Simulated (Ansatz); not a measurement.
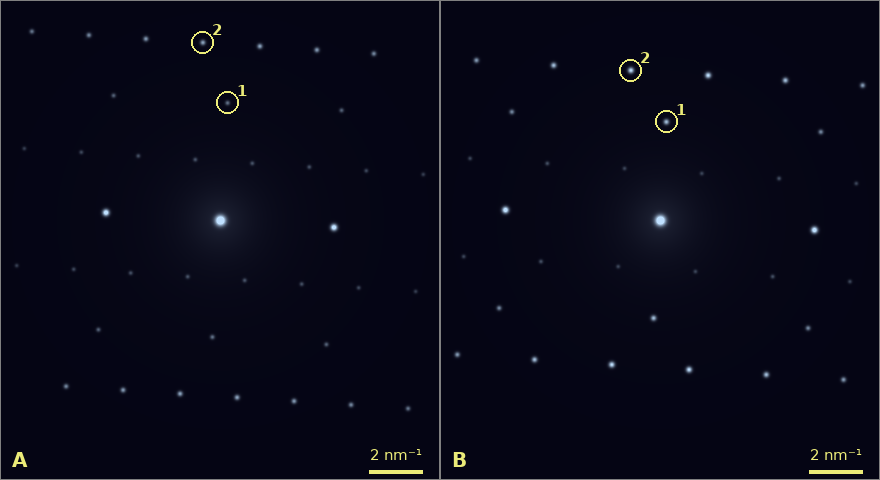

Kinematic electron diffraction patterns (120 kV, B = 0.5 Å², same scale) along [001] of the run's own cell, for the start and the end of one relaxation of Si2As with Ansatz, DFT PBE, scalar-relativistic, plane waves, PAW. k mesh 10×10×10. The start is a generated model structure, and the relaxation ends in the nearest stationary point of its symmetry, not necessarily the ground state. Spot 1 is -1 1 0 and spot 2 is -2 1 0 in both.

Start structure:

```yaml
crystal:
  lattice:
    - [0.00000, 3.90100, 4.63241]
    - [2.76428, 0.00000, 4.63241]
    - [2.76428, 3.90100, 0.00000]
  atoms:
    - { symbol: Si, position: [0.08987, 0.41013, 0.08987] }
    - { symbol: Si, position: [0.41013, 0.08987, 0.41013] }
    - { symbol: Si, position: [0.16013, 0.83987, 0.16013] }
    - { symbol: Si, position: [0.83987, 0.16013, 0.83987] }
    - { symbol: As, position: [0.75000, 0.75000, 0.75000] }
    - { symbol: As, position: [0.50000, 0.50000, 0.50000] }
```

Q: Which pattern belongs to the start structure, and which to the relaxed one?

A: A is the start: its cell gives d(1) = 2.255 Å, d(2) = 1.484 Å and an angle of 9.2°. B is the relaxed structure, with d(1) = 2.691 Å (+19.3 %), d(2) = 1.735 Å (+16.9 %) and 14.7°.

Q: Name reflections whose intensity changes strongly on relaxation.

A: 1 -1 0 goes from 4.1 to 26 % of the strongest spot; 2 -1 0 goes from 16 to 47 % of the strongest spot; 1 3 0 goes from 2.5 to 8.1 % of the strongest spot.

Q: Summarise the relaxation behind the change.

A: The volume changed by +2.1 % to 17.00 Å³ an atom; with the mean shift removed, the atoms moved by up to 0.14 Å relative to the cell (Si most); the space group went from Fddd (No. 70) to I4_1/amd (No. 141); the free energy fell by 300 meV an atom. Relaxed cell: a = 5.544 Å, b = 4.834 Å, c = 5.544 Å, α = 64.15°, β = 51.70°, γ = 64.15°.
